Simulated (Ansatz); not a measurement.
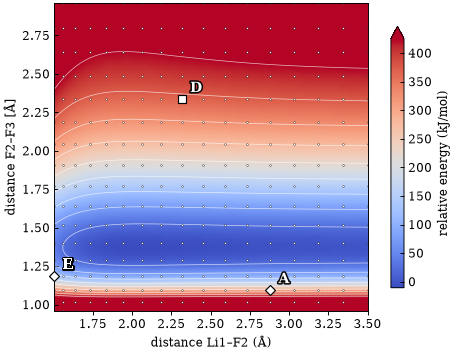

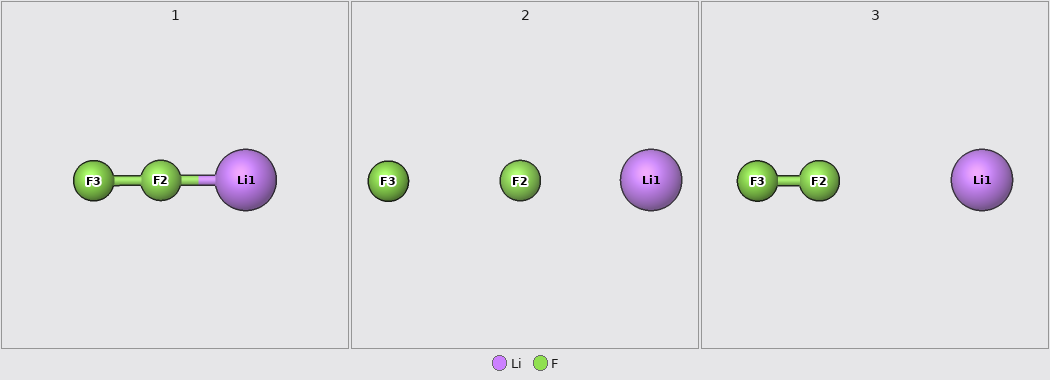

The system Li⁺ + F₂. First axis: distance Li1–F2. Second axis: distance F2–F3. Nothing is relaxed (the angle Li1–F2–F3 is fixed at 180 degrees). The grid has 17 × 17 points. Energies: kJ/mol, counted from Li with charge +1 far from the relaxed FF (each part in its own basis). The reference is spin-restricted, so regions where a bond is pulled apart into radicals lie too high. Theory: RKS PBE0-D4/def2-TZVPD (Ansatz 0.2.0).

In the figure: a smooth colour map with a few white contour lines, dots at the grid points, one colour for all values above the top of the scale, lettered points. Between grid points the surface is interpolated. The numbered pictures are the structures at these points, in random order.

> Which structure belongs to which point?

A is structure 3: distance Li1–F2 = 2.880 Å, distance F2–F3 = 1.094 Å, 291 kJ/mol; D is structure 2: distance Li1–F2 = 2.316 Å, distance F2–F3 = 2.336 Å, 366 kJ/mol; E is structure 1: distance Li1–F2 = 1.504 Å, distance F2–F3 = 1.187 Å, 140 kJ/mol.
